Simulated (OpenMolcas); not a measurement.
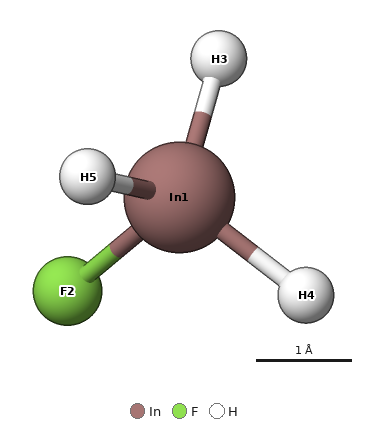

Fig. 1: The input geometry (ball-and-stick view, seen at an oblique angle; atoms are numbered from 1 in the order of the input). Sticks mark near contacts. Bond lengths as drawn: F–In 2.02 Å and H–In 1.70 to 1.71 Å.

## Run report: InH3F (charge −1), excited-state calculation (part 1 of 3)

InH3F, charge −1, SMILES [H][In-]([H])([H])[F], computed with MC-PDFT (trevPBE)/ANO-R1, sfX2C (OpenMolcas 26.06).

The geometry comes from this level: GFN2-xTB.

### Log
```
--- Start Module: gateway ---

                                              &GATEWAY

                       available to each process: 1.9 GB of memory, 1 thread

++    Symmetry information:
      ---------------------

                    Character Table for C1

                             E
                    a        1  x, y, xy, Rz, z, xz, Ry, yz, Rx, I
--

++    Basis set information:
      ----------------------

      Basis set label: IN.ANO-R...6S5P3D1F.

      Electronic valence basis set:
      ------------------
      Associated Effective Charge  49.000000 au
      Associated Actual Charge     49.000000 au
      Nuclear Model: Finite nucleus - Gaussian distribution
        Gaussian exponent, Xi/bohr**(-2):  1.95486E+08

      Shell  nPrim  nBasis  Cartesian Spherical Contaminant
         s      23       6        X
         p      18       5        X
         d      12       3                 X
         f       6       1                 X

      Basis set label: F.ANO-R...3S2P1D.

      Electronic valence basis set:
      ------------------
      Associated Effective Charge   9.000000 au
      Associated Actual Charge      9.000000 au
      Nuclear Model: Finite nucleus - Gaussian distribution
        Gaussian exponent, Xi/bohr**(-2):  5.35469E+08

      Shell  nPrim  nBasis  Cartesian Spherical Contaminant
         s      13       3        X
         p       8       2        X
         d       4       1                 X

      Basis set label: H.ANO-R...2S1P.

      Electronic valence basis set:
      ------------------
      Associated Effective Charge   1.000000 au
      Associated Actual Charge      1.000000 au
      Nuclear Model: Finite nucleus - Gaussian distribution
        Gaussian exponent, Xi/bohr**(-2):  2.12482E+09

      Shell  nPrim  nBasis  Cartesian Spherical Contaminant
         s       7       2        X
         p       4       1        X
--

++    Molecular structure info:
      -------------------------

                    ************************************************
                    **** Cartesian Coordinates / bohr, angstrom ****
                    ************************************************

     Center  Label                x              y              z                     x              y              z
        1      IN1              0.000000       0.000000       0.000000              0.000000       0.000000       0.000000
        2      F2               0.000000       0.000000       3.813541              0.000000       0.000000       2.018039
        3      H3               3.106492       0.000000      -0.855131              1.643885       0.000000      -0.452516
        4      H4              -1.570337       2.679797      -0.849597             -0.830987       1.418088      -0.449587
        5      H5              -1.557428      -2.695247      -0.839100             -0.824155      -1.426263      -0.444033

                    ***************************************
                    *    InterNuclear Distances / bohr    *
                    ***************************************

               1 IN1           2 F2            3 H3            4 H4            5 H5
    1 IN1      0.000000
    2 F2       3.813541        0.000000
    3 H3       3.222040        5.607744        0.000000
    4 H4       3.220107        5.602868        5.390183        0.000000
    5 H5       3.223977        5.597947        5.386720        5.375070        0.000000

                    *******************************************
                    *    InterNuclear Distances / angstrom    *
                    *******************************************

               1 IN1           2 F2            3 H3            4 H4            5 H5
    1 IN1      0.000000
    2 F2       2.018039        0.000000
    3 H3       1.705030        2.967490        0.000000
    4 H4       1.704007        2.964910        2.852362        0.000000
    5 H5       1.706055        2.962306        2.850530        2.844364        0.000000
--

            Nuclear Potential Energy            166.64000602 au

--- Stop Module: gateway /rc=_RC_ALL_IS_WELL_ ---
--- Module gateway spent 9 seconds ---

--- Start Module: seward ---

                                              &SEWARD

                       available to each process: 1.9 GB of memory, 1 thread

               SEWARD will generate:
                  Multipole Moment integrals up to order  2
                  Kinetic Energy integrals
                  Nuclear Attraction integrals (finite nuclei - Gaussian type)
                  One-Electron Hamiltonian integrals
                  Velocity integrals
                  Relativistic X2C integrals
                  Orbital angular momentum around ( -0.0002  -0.0001   0.5104 )
                  Velocity quadrupole around ( -0.0002  -0.0001   0.5104 )
                  RI decomposed two-electron repulsion integrals stored Cholesky style
                   - acCD auxiliary basis
                   - CD Threshold:   1.00E-04

                   Integrals are discarded if absolute value <: 1.00E-14
                   Integral cutoff threshold is set to       <: 1.00E-16

            Nuclear Potential Energy            166.64000602 au

      Basis set specifications :
      Symmetry species         a
      Basis functions           72

--- Stop Module: seward /rc=_RC_ALL_IS_WELL_ ---
--- Module seward spent 4 seconds ---

--- Start Module: rasscf ---

                                              &RASSCF

                       available to each process: 1.9 GB of memory, 1 thread

      Header of the ONEINT file:
      --------------------------

      OrdInt status: non-squared

      Cartesian coordinates in angstrom:
      -----------------------------------------------------
      No.  Label        X            Y            Z
      -----------------------------------------------------
       1   IN1        0.00000000   0.00000000   0.00000000
       2   F2         0.00000000   0.00000000   2.01803900
       3   H3         1.64388466   0.00000000  -0.45251576
       4   H4        -0.83098660   1.41808761  -0.44958720
       5   H5        -0.82415518  -1.42626321  -0.44403282
      -----------------------------------------------------
      Nuclear repulsion energy =  166.64000602

++    Wave function specifications:
      -----------------------------

      Number of closed shell electrons          52
      Number of electrons in active shells      10
      Max number of holes in RAS1 space          0
      Max nr of electrons in RAS3 space          0
      Number of inactive orbitals               26
      Number of active orbitals                  9
      Number of secondary orbitals              37
      Spin quantum number                      0.0
      State symmetry                             1
--

++    Orbital specifications:
      -----------------------

      Symmetry species                           1
                                                 a
      Frozen orbitals                            0
      Inactive orbitals                         26
      Active orbitals                            9
      RAS1 orbitals                              0
      RAS2 orbitals                              9
      RAS3 orbitals                              0
      Secondary orbitals                        37
      Deleted orbitals                           0
      Number of basis functions                 72
--

++    CI expansion specifications:
      ----------------------------

      Number of CSFs                          5292
      Number of spin combinations             8001
      Number of determinants                 15876
      Number of root(s) required                 4
      Root chosen for geometry opt.              4
      CI roots used                              1     2     3     4
      weights                                0.250 0.250 0.250 0.250
      highest root included in the CI            4
      max. size of the explicit Hamiltonian    200
--

++    Optimization specifications:
      ----------------------------

      RASSCF algorithm: LK RI/DF
      Maximum number of macro iterations       200
      Maximum number of SX iterations          100
      Threshold for RASSCF energy            1.000E-08
      Threshold for max MO rotation          1.000E-01
      Threshold for max BLB element          1.000E-04
      Level shift parameter                  5.000E-01
      Make Quasi-Newton update
--

      The MO-coefficients are taken from the file:
      step2.RasOrb
      Title: RASSCF average (pseudo-natural) orbitals

      Total molecular charge   -1.00

      ************************************************************************************************************************
      *                                            Wave function control section                                             *
      ************************************************************************************************************************

                                         RASSCF iterations: Energy and convergence statistics
                                         ----------------------------------------------------

          iter iter root      energy       change     param      element    value   shift minimum  type update hh:mm:ss
 Nr of preliminary CI iterations:   7
      Total energies have been shifted. Add                -5000.00 au
        1   1    5    0  -979.51577163    0.00E+00   4.14E-05   20  28 1 -1.77E-05   0.25   0.00    SX    NO    0:00:00
        2   1    4    0  -979.51577163   -3.64E-09   2.40E-05   20  28 1 -5.87E-06   0.25   0.00    SX    NO    0:00:00
        3   1    4    0  -979.51577163   -7.14E-10   1.77E-05   20  28 1 -2.79E-06   0.25   0.00    SX    NO    0:00:00
        4   6    4    0  -979.51577181   -1.75E-07*  2.27E-05   31  52 1 -7.81E-06   0.25   0.00    SX    NO    0:00:00
        5   1    4    0  -979.51577181   -4.63E-10   2.08E-05   20  37 1 -3.26E-06   0.25   2.50    QN   YES    0:00:00
      Convergence after  5 iterations
        6   1    4    0  -979.51577181   -1.56E-10   2.08E-05   31  52 1  1.30E-06   0.25   2.50    QN   YES    0:00:00

      ************************************************************************************************************************
                                                      Wave function printout:
                       occupation of active orbitals, and spin coupling of open shells (u,d: Spin up or down)
      ************************************************************************************************************************

      Note: transformation to natural orbitals
      has been made, which may change the order of the CSFs.

      printout of CI-coefficients larger than  0.05 for root  1
      energy=   -5979.712075
      conf/sym  111111111     Coeff  Weight
             1  222220000  -0.98388 0.96802
             6  222200200   0.06750 0.00456
           108  2u22d0ud0  -0.05028 0.00253
           110  2u22u0dd0  -0.05512 0.00304
           540  202220020   0.05232 0.00274

      printout of CI-coefficients larger than  0.05 for root  2
      energy=   -5979.473309
      conf/sym  111111111     Coeff  Weight
            16  222u2d000   0.85299 0.72759
            23  222u0d200   0.05967 0.00356
            96  2u222d000   0.48685 0.23702

      printout of CI-coefficients larger than  0.05 for root  3
      energy=   -5979.471437
      conf/sym  111111111     Coeff  Weight
            56  22u22d000  -0.98182 0.96398
            63  22u20d200  -0.06493 0.00422
           140  u222udd00  -0.05632 0.00317
          2008  20u22d020   0.05096 0.00260

      printout of CI-coefficients larger than  0.05 for root  4
      energy=   -5979.406267
      conf/sym  111111111     Coeff  Weight
            16  222u2d000  -0.48831 0.23844
            96  2u222d000   0.84726 0.71784
            99  2u22dud00  -0.07588 0.00576
           100  2u22udd00   0.08978 0.00806
           532  20222u0d0   0.08156 0.00665

      Natural orbitals and occupation numbers for root  1
      sym 1:   1.982859   1.982732   1.999938   1.999937   1.977706   0.000091   0.022470   0.017199   0.017067

      Natural orbitals and occupation numbers for root  2
      sym 1:   1.982226   1.975984   1.999757   1.009911   1.974737   0.997456   0.025366   0.016861   0.017700

      Natural orbitals and occupation numbers for root  3
      sym 1:   1.975887   1.982049   1.007720   1.999769   1.974661   0.999937   0.025463   0.017886   0.016628

      Natural orbitals and occupation numbers for root  4
      sym 1:   1.984179   1.007038   1.999902   1.984489   1.977712   0.999080   0.022052   0.009926   0.015621

      ************************************************************************************************************************
      *                                                    Final results                                                     *
      ************************************************************************************************************************

++    Final optimization conditions:
      ------------------------------

      Average CI energy                           -5979.51577181
      RASSCF energy for state  4                  -5979.40626687
      Super-CI energy                                -0.00000000
      RASSCF energy change                            0.00000000
      Max change in MO coefficients              -1.818E-05
      Max non-diagonal density matrix element     2.078E-05
      Maximum BLB matrix element                  1.297E-06
      (orbital pair  31,  52 in symmetry   1)
      Norm of electronic gradient            1.822E-01
--

      Final state energy(ies):
      ------------------------
```
